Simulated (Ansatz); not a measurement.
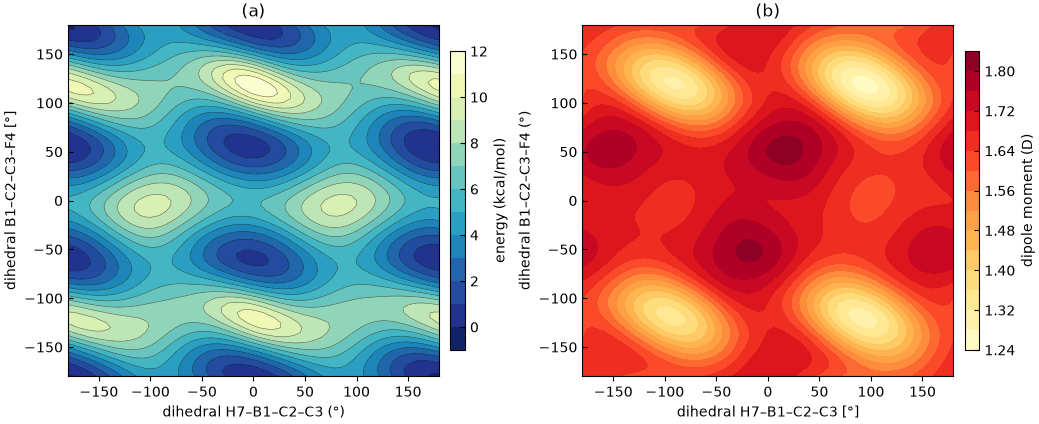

C2H4BCl2F, SMILES BCC(F)(Cl)Cl. The first coordinate is: dihedral H7–B1–C2–C3; the second: dihedral B1–C2–C3–F4. Nothing is relaxed (all other coordinates rigid). Grid: 18 × 18 points. Energies are in kcal/mol, from the relaxed molecule at the same level. Theory: RKS PBE-D4/def2-SVP (Ansatz 0.2.0).

Panel (a) is the energy and panel (b) the computed dipole moment on the same grid.

The picture shows filled contours. Between grid points the surface is interpolated.

> How does the dipole moment vary over the map, and what is it at the lowest grid point?

Leaving out the highest fifth of the energies, it runs from 1.27 D at dihedral H7–B1–C2–C3 = 100°, dihedral B1–C2–C3–F4 = 120° to 1.81 D at dihedral H7–B1–C2–C3 = 20°, dihedral B1–C2–C3–F4 = 60°. At the lowest grid point, dihedral H7–B1–C2–C3 = −180°, dihedral B1–C2–C3–F4 = −180°, it is 1.66 D.
